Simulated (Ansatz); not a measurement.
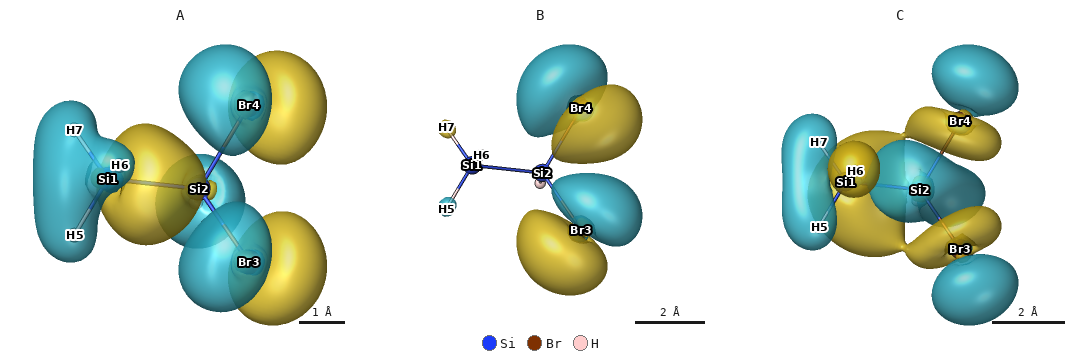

Br2H4Si2. Three frontier orbitals at ±0.06 Å⁻³ᐟ² (yellow and cyan are the two phases), in no order.

Geometry: PBE0-D4/def2-TZVP.

Computed with RKS PBE0-D4/def2-TZVPP (Ansatz 0.2.0).

```xyz
8

Si   -0.3740    1.1794    0.0598
Si    0.1888   -1.0856    0.0177
Br    2.0743   -1.3762    1.1543
Br    0.4751   -1.7127   -2.0932
H    -0.5554    1.6139    1.4692
H     0.7334    1.9394   -0.5716
H    -1.6349    1.3857   -0.6988
H    -0.8152   -2.0010    0.6068
```

Q: Which picture is the HOMO−1, the HOMO and the LUMO?

A: B is the HOMO−1 (−8.55 eV). It lies mainly on Br4 (about 45 %) and Br3 (about 45 %); largely a combination of lone pairs on Br4 and Br3. A is the HOMO (−8.05 eV). It lies mainly on Br4 (about 25 %), Br3 (about 25 %), Si1 (about 20 %), Si2 (about 15 %) and H8 (about 5 %). C is the LUMO (−0.93 eV). It lies mainly on Si2 (about 35 %), Br3 (about 20 %), Br4 (about 20 %) and Si1 (about 20 %).

Q: What is the HOMO–LUMO gap?

A: 7.12 eV between the orbital energies.
